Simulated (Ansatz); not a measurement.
# Calculations on Ti12H

**1. Relaxation**

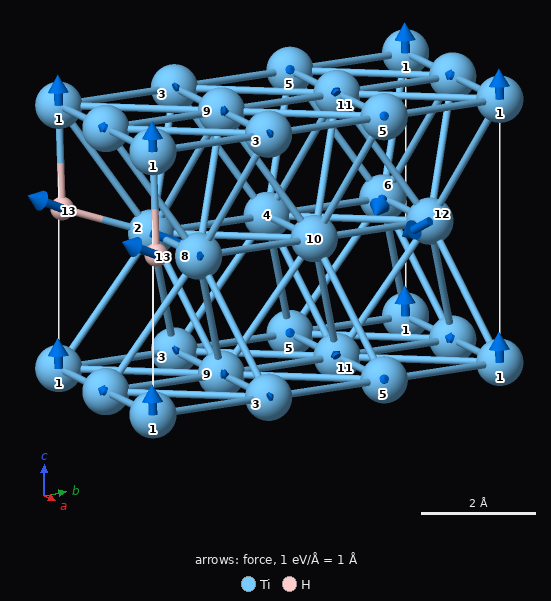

Starting geometry of a defect cell of composition Ti12H with the computed forces as blue arrows. Style: ball-and-stick. Shown: the cell of the calculation, slightly off an axis.

It is an interstitial H in hcp Ti. The run prepares an end point of a later path (interstitial hop) calculation, from a guessed geometry.

Computed with DFT PBE-D3(BJ), scalar-relativistic, plane waves, PAW in Ansatz 0.2.0.

The input:
```yaml
crystal:
  lattice:
    - [5.9, 0.0, 0.0]
    - [-4.425, 7.664325, 0.0]
    - [0.0, 0.0, 4.6846]
  atoms:
    - { symbol: Ti, position: [0.0, 0.0, 0.0] }
    - { symbol: Ti, position: [0.1666667, 0.2222222, 0.5] }
    - { symbol: Ti, position: [0.0, 0.3333333, 0.0] }
    - { symbol: Ti, position: [0.1666667, 0.5555556, 0.5] }
    - { symbol: Ti, position: [0.0, 0.6666667, 0.0] }
    - { symbol: Ti, position: [0.1666667, 0.8888889, 0.5] }
    - { symbol: Ti, position: [0.5, 0.0, 0.0] }
    - { symbol: Ti, position: [0.6666667, 0.2222222, 0.5] }
    - { symbol: Ti, position: [0.5, 0.3333333, 0.0] }
    - { symbol: Ti, position: [0.6666667, 0.5555556, 0.5] }
    - { symbol: Ti, position: [0.5, 0.6666667, 0.0] }
    - { symbol: Ti, position: [0.6666667, 0.8888889, 0.5] }
    - { symbol: H, position: [0.0013962, 0.0093309, 0.6059852] }
basis:
  ecutwfc: 420.0
kpoints:
  mp_grid: { grid: [3, 2, 4] }
hamiltonian:
  xc: pbe
  dispersion: d3bj
scf:
  occupations: { method: gaussian, width: 0.1 }
  lower_state_search: "off"
relax:
  f_tol: 0.03
  max_steps: 60
  adjacent_minimum: "off"
```

Run as
```bash
ansatz run input.yaml --threads 4 --pin off --max-ram 10240MiB --backend cpu --events-out ev --progress --plain --runs-dir out
```

### What follows when this structure is relaxed?

It isn't relaxed: the largest force vector, on Ti2, is 1.28 eV/Å. The final displacements follow the starting forces only in part (cosine between the two patterns 0.85). After 3 geometry steps the energy has fallen by 0.130 eV per cell of the calculation. Largest force component: 1.2 eV/Å at the start, 0.028 eV/Å at the end. The atom that moves furthest is Ti2 (0.10 Å roughly along [1 1 −1]). Largest moves by element: Ti 0.10 Å, H 0.05 Å. The cell doesn't change. Near-neighbour distances that change, for instance: Ti2–H13 1.706 → 1.847 Å, Ti2–Ti12 2.950 → 3.076 Å, Ti1–Ti2 2.896 → 3.009 Å, Ti2–Ti6 2.950 → 3.058 Å. Among the angles between lasting bonds that change: Ti1–H13–Ti6 103.6° → 106.6°, Ti2–H13–Ti12 115.5° → 112.8°. Cost: 12 s on 4 threads of Intel(R) Xeon(R) 6975P-C (Granite Rapids) (shared host), peak memory 0.83 GiB.

Limits of the set-up: the periodic images lie only 4.7 Å apart, so the values are limited by the cell's size.

**2. Relaxation**

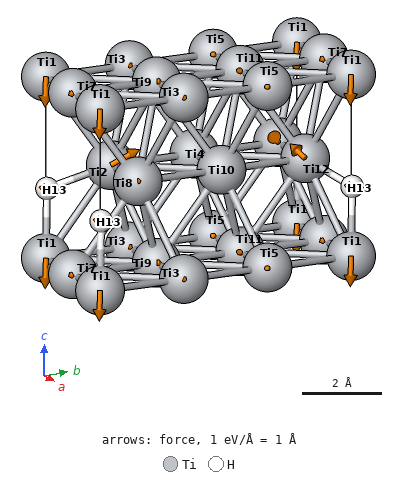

Starting geometry of a defect cell of composition Ti12H with the computed forces as orange arrows. Style: ball-and-stick. Shown: the cell of the calculation, slightly off an axis.

It is an interstitial H in hcp Ti. The run prepares an end point of a later path (interstitial hop) calculation, from a guessed geometry.

Level of theory: DFT PBE-D3(BJ), scalar-relativistic, plane waves, PAW (Ansatz).

Input
```yaml
crystal:
  lattice:
    - [5.9, 0.0, 0.0]
    - [-4.425, 7.664325, 0.0]
    - [0.0, 0.0, 4.6846]
  atoms:
    - { symbol: Ti, position: [0.0, 0.0, 0.0] }
    - { symbol: Ti, position: [0.16666666, 0.22222222, 0.5] }
    - { symbol: Ti, position: [-1.0e-08, 0.33333333, 0.0] }
    - { symbol: Ti, position: [0.16666666, 0.55555554, 0.5] }
    - { symbol: Ti, position: [-1.0e-08, 0.66666665, 0.0] }
    - { symbol: Ti, position: [0.16666665, 0.88888887, 0.5] }
    - { symbol: Ti, position: [0.5, 0.0, 0.0] }
    - { symbol: Ti, position: [0.66666666, 0.22222222, 0.5] }
    - { symbol: Ti, position: [0.49999999, 0.33333333, 0.0] }
    - { symbol: Ti, position: [0.66666666, 0.55555554, 0.5] }
    - { symbol: Ti, position: [0.49999999, 0.66666665, 0.0] }
    - { symbol: Ti, position: [0.66666665, 0.88888887, 0.5] }
    - { symbol: H, position: [0.00256013, 0.00355219, 0.38336172] }
basis:
  ecutwfc: 420.0
kpoints:
  mp_grid: { grid: [3, 2, 4] }
hamiltonian:
  xc: pbe
  dispersion: d3bj
scf:
  occupations: { method: gaussian, width: 0.1 }
  lower_state_search: "off"
relax:
  f_tol: 0.03
  max_steps: 60
  adjacent_minimum: "off"
```

Run as
```bash
ansatz run input.yaml --threads 4 --pin off --max-ram 10240MiB --backend cpu --events-out ev --progress --plain --runs-dir out
```

Question: Is this structure relaxed? If not, where do the atoms go?

Answer: It isn't relaxed: the largest force vector, on Ti2, is 0.87 eV/Å. The final displacements follow the starting forces only in part (cosine between the two patterns 0.82). Ti2 moves most: 0.090 Å along [1 1 1]. Largest moves by element: Ti 0.090 Å, H 0.033 Å. The cell stays as it was. Some distances before and after: Ti2–Ti12 2.950 → 3.068 Å, Ti1–Ti2 2.896 → 3.007 Å, Ti2–Ti6 2.950 → 3.056 Å, Ti2–H13 1.763 → 1.848 Å. Over 3 geometry steps the energy falls by 99.0 meV per cell of the calculation. Largest force component: 0.82 eV/Å at the start, 0.027 eV/Å at the end. The run took 10 s on 4 threads of Intel(R) Xeon(R) 6975P-C (Granite Rapids) (shared host), peak memory 0.83 GiB.

Limits of the set-up: the periodic images lie only 4.7 Å apart, so the values are limited by the cell's size.

**3. Path**

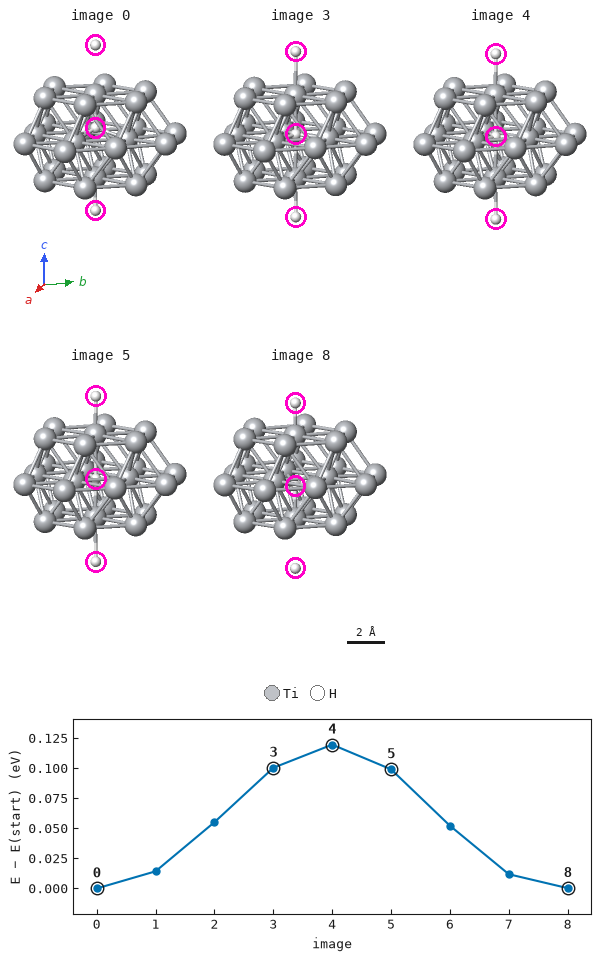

NEB run on Ti with an interstitial H (13 atoms in the cell). Images are numbered from 0 (start) to 8 (end). A ball-and-stick model of the atoms within 4.7 Å of the middle of the path, seen slightly off an axis. The moving atom is ringed, with any periodic copies. Bonds to atoms that aren't drawn are left out.

These are results of Ansatz, DFT PBE-D3(BJ), scalar-relativistic, plane waves, PAW, not measurements.

Input
```yaml
crystal:
  lattice:
    - [5.9, 0.0, 0.0]
    - [-4.425, 7.664325, 0.0]
    - [0.0, 0.0, 4.6846]
  atoms:
    - { symbol: Ti, position: [-0.00154781, -0.00054044, 0.00350107] }
    - { symbol: Ti, position: [0.17644666, 0.23291377, 0.48705771] }
    - { symbol: Ti, position: [-0.00158972, 0.33442156, 0.00090727] }
    - { symbol: Ti, position: [0.16387567, 0.55467573, 0.50634813] }
    - { symbol: Ti, position: [0.00193115, 0.66671871, 0.00606325] }
    - { symbol: Ti, position: [0.17020887, 0.88530967, 0.49201376] }
    - { symbol: Ti, position: [0.49772148, -0.00168308, 0.00028867] }
    - { symbol: Ti, position: [0.66707206, 0.22323158, 0.49751389] }
    - { symbol: Ti, position: [0.50573158, 0.33790422, -0.00183126] }
    - { symbol: Ti, position: [0.6695188, 0.55793822, 0.50418345] }
    - { symbol: Ti, position: [0.49440771, 0.66360052, 0.01010565] }
    - { symbol: Ti, position: [0.65582632, 0.88482239, 0.49288067] }
    - { symbol: H, position: [0.00179364, 0.00335145, 0.60695294] }
basis:
  ecutwfc: 420.0
kpoints:
  mp_grid: { grid: [3, 2, 4] }
hamiltonian:
  xc: pbe
  dispersion: d3bj
scf:
  occupations: { method: gaussian, width: 0.1 }
  lower_state_search: "off"
neb:
  images: 7
  f_tol: 0.03
  initial_path: idpp
  max_iterations: 70
  final_atoms:
    - { symbol: Ti, position: [-0.00121892, -0.00105497, -0.00577255] }
    - { symbol: Ti, position: [0.17540781, 0.23179465, 0.51087478] }
    - { symbol: Ti, position: [-0.00084336, 0.33459998, -0.00167517] }
    - { symbol: Ti, position: [0.16444745, 0.55445468, 0.49399718] }
    - { symbol: Ti, position: [0.00155745, 0.66589942, -0.00607343] }
    - { symbol: Ti, position: [0.17026768, 0.88481349, 0.50680693] }
    - { symbol: Ti, position: [0.49867183, -0.00146884, -0.00107753] }
    - { symbol: Ti, position: [0.66725302, 0.22314605, 0.50239467] }
    - { symbol: Ti, position: [0.5051568, 0.33722968, 0.00088303] }
    - { symbol: Ti, position: [0.66871807, 0.55698957, 0.49617005] }
    - { symbol: Ti, position: [0.49502629, 0.66370838, -0.00955869] }
    - { symbol: Ti, position: [0.65645431, 0.88445943, 0.50630037] }
    - { symbol: H, position: [0.0016616, 0.00231389, 0.39009209] }
  order_check: true
```

Launched with:
```bash
ansatz run input.yaml --threads 4 --pin off --max-ram 10240MiB --backend cpu --events-out ev --progress --plain --runs-dir out
```

Q: Read off the barrier and say what moves.

A: The barrier is about 0.120 eV in both directions, with image 4 at the top; the ends have the same energy. The H atom travels furthest, 1.02 Å from end to end, along −c, on a straight line. At the highest image its nearest neighbour (Ti) is 1.81 Å away, against 1.85 Å at the start, and the surrounding atoms stand up to 0.07 Å off the mean of their end positions. The band converged in 4 iterations. The largest component of the band force went from 1.6 to 0.02 eV/Å. The climbing image converged on the top of the path. A check of its curvatures didn't confirm a first-order saddle.

Limits of the set-up: the periodic images lie only 4.7 Å apart, so the values are limited by the cell's size.

Cost: 3.3 min on 4 threads of Intel(R) Xeon(R) 6975P-C (Granite Rapids) (shared host), peak memory 2.1 GiB.
